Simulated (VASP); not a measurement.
Data:

```
Er
1.0
    1.76471    -3.05657     0.00000
    1.76471     3.05657     0.00000
    0.00000     0.00000     5.42752
Er
2
Direct
  0.33333   0.66667   0.25000
  0.66667   0.33333   0.75000
```

Calculation: MS2 meta-GGA, VASP's PBE PAW potentials (set 64) (plane waves; VASP). Run with 520 eV cut-off, 13×13×8 Γ-centred mesh, tetrahedra with Blöchl corrections, potentials Er_3.

The 4f electrons are frozen in the core of the lanthanide potential, so 4f levels, which can set the real gap, and their magnetism are missing.

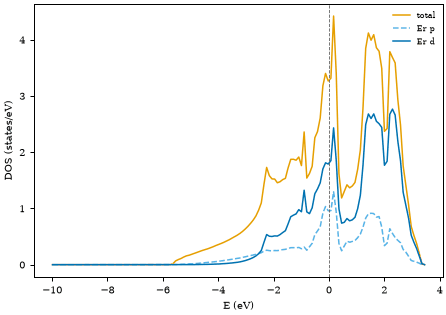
Total and projected density of states, zero at the Fermi level

Within 2 eV below the Fermi level the largest weight inside VASP's projection spheres is Er d, then Er p.

It has no gap at this level: it comes out as a metal or semimetal.

The compound is Er in the hcp structure. It was relaxed first.
